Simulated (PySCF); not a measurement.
Molecule: Pb(Br)(OH), SMILES [OH][Pb][Br]. Atoms near the plane z = 1.5 Å, at the B3LYP/def2-SVP optimised geometry (x, y, z in Å): Pb1 (-0.8, -1.2, 0.0), Br2 (1.9, -1.2, 0.0), O3 (-1.0, 0.9, 0.0), H4 (-1.9, 1.2, 0.0).

Method: B3LYP/def2-TZVP, def2 effective core potentials past Kr (PySCF). The core electrons that the potentials of Pb replace are not part of the density. The values are rescaled to run from 0 to 1.

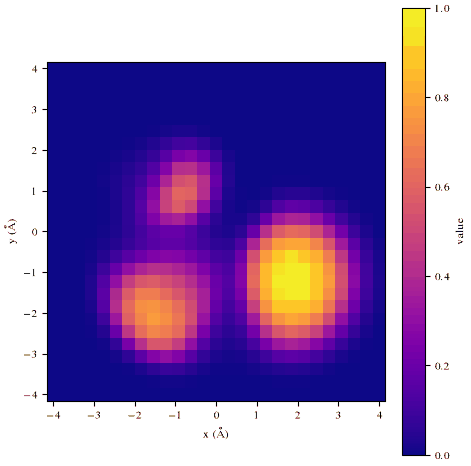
a field on the plane z = 1.5 Å.

Task: Which quantity is mapped?
(A) log10 of the electron density
(B) an orbital amplitude
(C) electron localisation function
(D) electrostatic potential

Result: C, electron localisation function
